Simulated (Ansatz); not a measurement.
## Geometry relaxation of C2H10N2Ti (part 2 of 2)

Continued. System: C2H10N2Ti, SMILES [CH3][Ti]([CH3])([NH2])[NH2]. Method: RKS PBE-D4/def2-SVP (Ansatz 0.2.0). The geometry: force-field start.

Geometry of the input (Å):
```
C  -1.8613  0.2255  0.4803
Ti 0.1351  0.2178  -0.1590
C  0.9878  -1.6346  0.4333
N  1.2322  1.7869  0.7048
N  0.2354  0.3832  -2.2182
H  -2.4804  0.9728  -0.1914
H  -1.9392  0.6314  1.5206
H  -2.3014  -0.7328  0.3955
H  0.5930  -1.9318  1.4623
H  2.1195  -1.5054  0.5757
H  0.7997  -2.4107  -0.2970
H  0.9362  1.7692  1.7413
H  2.1248  1.5702  0.6220
H  -0.1432  -0.5008  -2.5736
H  -0.4603  1.1083  -2.4674
```

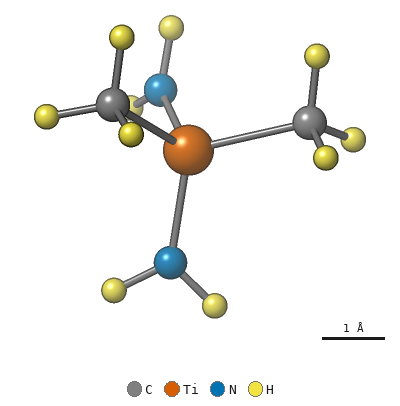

The geometry at step 13 of the log (ball-and-stick view, seen at a tilt).

Trajectory as extended XYZ, continued
```
15
Properties=species:S:1:pos:R:3:forces:R:3 step=6 energy=-28314.48172
C    -1.8495    0.2093    0.5424   -0.0647  -0.0312   0.0279
Ti    0.1268    0.1968   -0.1334    0.0248   0.0637  -0.0278
C     0.9272   -1.6443    0.4462    0.0103  -0.0651   0.0318
N     1.1103    1.5607    0.7069   -0.0100   0.0115   0.0010
N     0.1059    0.3265   -2.0086    0.0189   0.0212  -0.0067
H    -2.4500    1.0324    0.0982    0.0439  -0.0158   0.0189
H    -1.8744    0.2985    1.6524    0.0069  -0.0021  -0.0157
H    -2.3284   -0.7562    0.2629    0.0056   0.0042   0.0043
H     0.6486   -1.8305    1.5081   -0.0014   0.0075  -0.0069
H     2.0354   -1.6798    0.3704   -0.0450   0.0108  -0.0200
H     0.4941   -2.4632   -0.1720    0.0045   0.0144   0.0032
H     0.9283    1.9107    1.6555   -0.0098  -0.0108  -0.0275
H     1.9029    2.0699    0.3009    0.0066   0.0035   0.0025
H    -0.0649   -0.4613   -2.6448    0.0010   0.0032   0.0212
H     0.2657    1.1797   -2.5558    0.0084  -0.0150  -0.0060
15
Properties=species:S:1:pos:R:3:forces:R:3 step=7 energy=-28314.48525
C    -1.8394    0.1780    0.5544   -0.0710  -0.0113   0.0619
Ti    0.1300    0.2157   -0.1407   -0.0108   0.0357  -0.0132
C     0.8982   -1.6369    0.4474    0.0493  -0.0974  -0.0169
N     1.1009    1.5889    0.6960    0.0704   0.0943   0.0504
N     0.1315    0.3342   -2.0160    0.0668   0.2088  -0.2293
H    -2.4400    1.0303    0.1651    0.0423  -0.0573   0.0340
H    -1.8313    0.2141    1.6704   -0.0070   0.0063  -0.0971
H    -2.3304   -0.7723    0.2430    0.0182   0.0565   0.0065
H     0.6575   -1.8022    1.5228    0.0243   0.0094  -0.0512
H     2.0015   -1.7096    0.3177   -0.0952  -0.0010   0.0100
H     0.4084   -2.4450   -0.1474    0.0490   0.0698   0.0542
H     0.8919    1.9496    1.6363    0.0020  -0.0234  -0.0627
H     1.8991    2.1053    0.3041   -0.0705  -0.0652   0.0344
H    -0.0688   -0.4622   -2.6350   -0.0045   0.0482   0.0393
H     0.3686    1.1614   -2.5890   -0.0634  -0.2736   0.1796
15
Properties=species:S:1:pos:R:3:forces:R:3 step=8 energy=-28314.48992
C    -1.8376    0.1667    0.5593   -0.0712   0.0286   0.0492
Ti    0.1292    0.2286   -0.1440   -0.0330   0.0198   0.0077
C     0.8931   -1.6282    0.4412    0.0808  -0.0923  -0.0204
N     1.0914    1.6065    0.6963   -0.0336  -0.0427   0.0161
N     0.1478    0.3311   -2.0212   -0.0351  -0.0425   0.0123
H    -2.4390    1.0296    0.1920    0.0565  -0.0819   0.0324
H    -1.8219    0.1834    1.6765   -0.0040  -0.0064  -0.1229
H    -2.3313   -0.7759    0.2308    0.0104   0.0545   0.0181
H     0.6738   -1.7844    1.5229    0.0244   0.0059  -0.0693
H     1.9932   -1.7137    0.2877   -0.1147   0.0008   0.0180
H     0.3838   -2.4346   -0.1406    0.0569   0.0867   0.0675
H     0.8617    1.9769    1.6260   -0.0018   0.0210  -0.0004
H     1.9157    2.0903    0.3266    0.0441   0.0107  -0.0026
H    -0.1079   -0.4592   -2.6268   -0.0051   0.0480   0.0225
H     0.4260    1.1320   -2.5976    0.0254  -0.0102  -0.0284
15
Properties=species:S:1:pos:R:3:forces:R:3 step=9 energy=-28314.49392
C    -1.8472    0.1416    0.5657   -0.0753   0.0735   0.0372
Ti    0.1182    0.2538   -0.1426   -0.0981  -0.0297   0.0404
C     0.9003   -1.6050    0.4254    0.1417  -0.1083  -0.0005
N     1.0757    1.6306    0.7056    0.1557   0.1049   0.0034
N     0.1649    0.3216   -2.0227   -0.0577  -0.0510  -0.3249
H    -2.4354    1.0371    0.2489    0.0852  -0.1390   0.0345
H    -1.8219    0.1054    1.6836   -0.0059  -0.0187  -0.1728
H    -2.3600   -0.7740    0.1915    0.0255   0.0828   0.0463
H     0.7455   -1.7454    1.5229    0.0242   0.0125  -0.1496
H     1.9901   -1.7102    0.2053   -0.1874   0.0101   0.0424
H     0.3484   -2.4114   -0.1187    0.0856   0.1190   0.0912
H     0.7689    2.0719    1.5871    0.1439  -0.0246  -0.2121
H     1.9805    2.0218    0.3939   -0.2819  -0.1012   0.1942
H    -0.2520   -0.4385   -2.5995    0.2566   0.5075   0.2205
H     0.6019    1.0499   -2.6171   -0.2121  -0.4379   0.1499
15
Properties=species:S:1:pos:R:3:forces:R:3 step=10 energy=-28314.52535
C    -1.8879    0.1152    0.5717   -0.0068   0.1317  -0.0126
Ti    0.0829    0.2520   -0.1040    0.1037  -0.0540   0.0479
C     0.9538   -1.5907    0.3922   -0.0498  -0.0111   0.0183
N     1.0705    1.6386    0.6967    0.1193  -0.0262  -0.0366
N     0.1232    0.3444   -1.9777    0.0774   0.0554  -0.1349
H    -2.4130    1.0287    0.2019   -0.0129  -0.1151   0.0582
H    -1.9164    0.1064    1.6860    0.0038  -0.0157  -0.0657
H    -2.4172   -0.7841    0.1897    0.0000   0.0305   0.0067
H     0.8259   -1.7087    1.4935    0.0271  -0.0243  -0.0352
H     2.0298   -1.7153    0.1440   -0.0569   0.0424   0.0004
H     0.3754   -2.3995   -0.1137    0.0539   0.0534   0.0319
H     0.7491    2.2024    1.4940    0.0446   0.0359  -0.0450
H     2.0556    1.8602    0.4847   -0.2144  -0.0555   0.0834
H    -0.3173   -0.3857   -2.5547    0.0223   0.1019   0.0176
H     0.6637    0.9853   -2.5753   -0.1113  -0.1494   0.0657
15
Properties=species:S:1:pos:R:3:forces:R:3 step=11 energy=-28314.53218
C    -1.8893    0.1321    0.5685   -0.0220  -0.0123  -0.0386
Ti    0.0698    0.2451   -0.0897    0.0024   0.0366  -0.0205
C     0.9379   -1.5965    0.4144    0.0183  -0.0343   0.0371
N     1.0490    1.6384    0.6999    0.0879  -0.0204   0.0521
N     0.1324    0.3382   -1.9686    0.0528  -0.0715  -0.0845
H    -2.4445    1.0311    0.2309   -0.0838   0.0655   0.0088
H    -1.8936    0.0834    1.6784   -0.0290  -0.0081   0.0405
H    -2.3864   -0.7734    0.1629   -0.0512  -0.0358   0.0084
H     0.8960   -1.8010    1.5099   -0.0156   0.0915  -0.0862
H     2.0028   -1.5898    0.0981    0.0440  -0.0709  -0.0038
H     0.4208   -2.4264   -0.1179    0.0371   0.0407  -0.0076
H     0.7022    2.3434    1.3624    0.0088  -0.0206  -0.0380
H     2.0679    1.7287    0.6065   -0.0078   0.0162   0.0191
H    -0.4709   -0.2577   -2.5533    0.0623   0.0373   0.0602
H     0.7839    0.8537   -2.5732   -0.1042  -0.0140   0.0528
15
Properties=species:S:1:pos:R:3:forces:R:3 step=12 energy=-28314.54605
C    -1.9027    0.1416    0.5408   -0.0379   0.0260   0.0271
Ti    0.0869    0.2368   -0.0655    0.1115  -0.0991  -0.0353
C     0.9624   -1.6052    0.3975    0.0243  -0.0310   0.0552
N     1.0873    1.6134    0.7319   -0.0439   0.0750  -0.0336
N     0.1415    0.3185   -1.9392   -0.0246   0.1267  -0.0584
H    -2.4504    1.0603    0.2349   -0.0080  -0.0218   0.0153
H    -1.9273    0.0564    1.6509   -0.0216  -0.0086  -0.0029
H    -2.4187   -0.7418    0.1054   -0.0008   0.0155   0.0106
H     0.9126   -1.7570    1.4996   -0.0004  -0.0020  -0.0102
H     2.0279   -1.6411    0.0835   -0.0062  -0.0005   0.0071
H     0.4264   -2.4434   -0.1001   -0.0063   0.0304  -0.0071
H     0.7099    2.3901    1.2895    0.0267  -0.0207  -0.0172
H     2.1081    1.7044    0.6638   -0.0176  -0.0282   0.0300
H    -0.4064   -0.3525   -2.4923    0.0017  -0.0147  -0.0086
H     0.6204    0.9688   -2.5715    0.0030  -0.0470   0.0278
15
Properties=species:S:1:pos:R:3:forces:R:3 step=13 energy=-28314.55078
C    -1.8921    0.1360    0.5756    0.0431   0.0133  -0.0439
Ti    0.0991    0.2234   -0.0708   -0.0997   0.0239   0.1031
C     0.9685   -1.6201    0.3829    0.0064  -0.0272   0.0123
N     1.0646    1.6337    0.7046    0.0253  -0.0056  -0.0349
N     0.1370    0.3458   -1.9420    0.0136  -0.0112  -0.0411
H    -2.4506    1.0495    0.2765   -0.0085   0.0061   0.0073
H    -1.9118    0.0496    1.6857    0.0137  -0.0053  -0.0175
H    -2.4123   -0.7475    0.1453   -0.0008  -0.0025  -0.0005
H     0.8862   -1.7844    1.4807   -0.0033  -0.0065   0.0126
H     2.0387   -1.6806    0.0920    0.0047   0.0021  -0.0079
H     0.4178   -2.4332   -0.1398    0.0156   0.0017   0.0077
H     0.6634    2.4777    1.1300    0.0000  -0.0014   0.0121
H     2.0882    1.6658    0.7739    0.0176   0.0001   0.0193
H    -0.4095   -0.3157   -2.5081    0.0130  -0.0059  -0.0172
H     0.6908    0.9492   -2.5573   -0.0407   0.0186  -0.0114
15
Properties=species:S:1:pos:R:3:forces:R:3 step=14 energy=-28314.55600
C    -1.8892    0.1480    0.5573    0.0084   0.0009   0.0231
Ti    0.1043    0.2203   -0.0683   -0.0157  -0.0413  -0.0102
C     0.9700   -1.6259    0.3992    0.0096  -0.0031  -0.0036
N     1.0768    1.6344    0.6898    0.0256   0.0572   0.0347
N     0.1236    0.3396   -1.9421   -0.0007   0.0040  -0.0421
H    -2.4469    1.0705    0.2870    0.0035   0.0039  -0.0031
H    -1.9010    0.0333    1.6655   -0.0029  -0.0036  -0.0106
H    -2.4163   -0.7233    0.1106    0.0057   0.0056  -0.0047
H     0.8844   -1.8017    1.4951   -0.0061   0.0096   0.0006
H     2.0431   -1.6686    0.1136    0.0019   0.0025   0.0021
H     0.4383   -2.4450   -0.1325   -0.0036  -0.0051   0.0000
H     0.6773    2.4778    1.1203    0.0072  -0.0211  -0.0202
H     2.0979    1.6433    0.8050   -0.0276  -0.0120  -0.0011
H    -0.3726   -0.3620   -2.5072    0.0043   0.0094   0.0165
H     0.5884    1.0085   -2.5641   -0.0096  -0.0069   0.0185
15
Properties=species:S:1:pos:R:3:forces:R:3 step=15 energy=-28314.55727
C    -1.8820    0.1487    0.5581    0.0062   0.0041   0.0001
Ti    0.1117    0.2135   -0.0679   -0.0027  -0.0118   0.0050
C     0.9743   -1.6332    0.3994    0.0006  -0.0006  -0.0051
N     1.0750    1.6356    0.6903    0.0074   0.0061  -0.0005
N     0.1177    0.3409   -1.9415   -0.0014   0.0003  -0.0096
H    -2.4260    1.0842    0.3043    0.0002   0.0025   0.0032
H    -1.9010    0.0096    1.6628   -0.0001  -0.0018  -0.0026
H    -2.4178   -0.7046    0.0878    0.0024   0.0018  -0.0024
H     0.8851   -1.8010    1.4964   -0.0021   0.0014   0.0013
H     2.0482   -1.6761    0.1168    0.0023   0.0012   0.0024
H     0.4436   -2.4555   -0.1285    0.0009  -0.0004   0.0038
H     0.6715    2.5006    1.0693   -0.0030  -0.0008  -0.0034
H     2.0898    1.6325    0.8488   -0.0066  -0.0043   0.0023
H    -0.3763   -0.3657   -2.5018    0.0022   0.0038  -0.0005
H     0.5641    1.0199   -2.5653   -0.0063  -0.0014   0.0059
15
Properties=species:S:1:pos:R:3:forces:R:3 step=16 energy=-28314.55673 accepted=F
C    -1.8716    0.1536    0.5558   -0.0321  -0.0062  -0.0019
Ti    0.1231    0.2022   -0.0681    0.0097   0.0271  -0.0136
C     0.9810   -1.6448    0.4037   -0.0026   0.0000   0.0002
N     1.0732    1.6374    0.6836    0.0551   0.1535   0.0912
N     0.1081    0.3404   -1.9413    0.0108   0.0225  -0.0487
H    -2.3972    1.1102    0.3396    0.0167  -0.0332   0.0123
H    -1.8953   -0.0306    1.6546   -0.0030   0.0051  -0.0289
H    -2.4232   -0.6693    0.0479    0.0189   0.0333   0.0222
H     0.8824   -1.8058    1.5011    0.0020  -0.0037   0.0005
H     2.0578   -1.6850    0.1307   -0.0014   0.0007   0.0024
H     0.4573   -2.4723   -0.1227    0.0015   0.0008   0.0022
H     0.6621    2.5302    0.9996    0.1111  -0.2007  -0.0669
H     2.0791    1.6164    0.9099   -0.1729   0.0297  -0.0285
H    -0.3734   -0.3785   -2.4983    0.0212   0.0345   0.0079
H     0.5143    1.0452   -2.5669   -0.0349  -0.0633   0.0494
15
Properties=species:S:1:pos:R:3:forces:R:3 step=17 energy=-28314.55750
C    -1.8754    0.1531    0.5554   -0.0170  -0.0028   0.0011
Ti    0.1176    0.2067   -0.0699    0.0103   0.0061  -0.0052
C     0.9786   -1.6389    0.4043    0.0000   0.0018  -0.0050
N     1.0736    1.6354    0.6859   -0.0433  -0.1120  -0.0617
N     0.1109    0.3398   -1.9437   -0.0116  -0.0202   0.0567
H    -2.4073    1.1027    0.3275    0.0080  -0.0144   0.0058
H    -1.8966   -0.0167    1.6560   -0.0016   0.0007  -0.0113
H    -2.4215   -0.6801    0.0600    0.0055   0.0151   0.0083
H     0.8826   -1.8016    1.5016    0.0000   0.0006   0.0004
H     2.0549   -1.6775    0.1295   -0.0016  -0.0008   0.0026
H     0.4553   -2.4668   -0.1222    0.0012   0.0008   0.0009
H     0.6683    2.5070    1.0383   -0.0584   0.1109   0.0389
H     2.0805    1.6243    0.8756    0.0987  -0.0042   0.0190
H    -0.3746   -0.3725   -2.5026   -0.0149  -0.0204  -0.0193
H     0.5309    1.0342   -2.5664    0.0248   0.0387  -0.0312
15
Properties=species:S:1:pos:R:3:forces:R:3 step=18 energy=-28314.55805
C    -1.8720    0.1540    0.5557   -0.0223  -0.0067   0.0005
Ti    0.1210    0.2029   -0.0710    0.0049   0.0127  -0.0017
C     0.9806   -1.6423    0.4062   -0.0003   0.0001  -0.0010
N     1.0721    1.6357    0.6831   -0.0032  -0.0326  -0.0152
N     0.1082    0.3390   -1.9445   -0.0034  -0.0072   0.0148
H    -2.3956    1.1129    0.3477    0.0095  -0.0172   0.0056
H    -1.8939   -0.0374    1.6528   -0.0002   0.0028  -0.0156
H    -2.4265   -0.6638    0.0441    0.0084   0.0183   0.0117
H     0.8788   -1.8029    1.5034    0.0008   0.0002  -0.0008
H     2.0587   -1.6795    0.1378   -0.0017  -0.0006   0.0010
H     0.4618   -2.4723   -0.1211    0.0011   0.0012  -0.0005
H     0.6634    2.5172    1.0134   -0.0071   0.0186   0.0049
H     2.0771    1.6210    0.8928    0.0103   0.0070   0.0064
H    -0.3758   -0.3751   -2.5036    0.0000   0.0003  -0.0067
H     0.5199    1.0398   -2.5675    0.0032   0.0030  -0.0033
15
Properties=species:S:1:pos:R:3:forces:R:3 step=19 energy=-28314.55813
C    -1.8714    0.1536    0.5569   -0.0189  -0.0030  -0.0012
Ti    0.1214    0.2021   -0.0711    0.0111   0.0004  -0.0043
C     0.9814   -1.6428    0.4062   -0.0024   0.0003   0.0023
N     1.0718    1.6360    0.6812    0.0053   0.0006   0.0024
N     0.1073    0.3377   -1.9445   -0.0007   0.0016   0.0036
H    -2.3898    1.1180    0.3626    0.0059  -0.0132   0.0053
H    -1.8924   -0.0515    1.6516   -0.0001   0.0035  -0.0118
H    -2.4322   -0.6539    0.0363    0.0086   0.0143   0.0092
H     0.8765   -1.8039    1.5031    0.0002  -0.0010  -0.0011
H     2.0603   -1.6785    0.1413   -0.0013   0.0012  -0.0008
H     0.4654   -2.4734   -0.1230    0.0006   0.0015   0.0003
H     0.6633    2.5255    0.9927    0.0101  -0.0136  -0.0031
H     2.0738    1.6175    0.9075   -0.0175   0.0105  -0.0009
H    -0.3745   -0.3776   -2.5041    0.0009   0.0024  -0.0040
H     0.5168    1.0404   -2.5673   -0.0018  -0.0056   0.0041
```

Key numbers

- outcome: converged
- total energy: −28314.5582 eV
- mean-field energy: −28314.2499 eV
- dispersion energy: −0.3083 eV
- SCF solution under orbital rotations: stable
- largest force (length of the vector) at the end: 0.020 eV/Å
- dipole moment: 1.82 D
- wall time: 35 s (CPU time 2.2 min)
- peak memory: 0.21 GiB
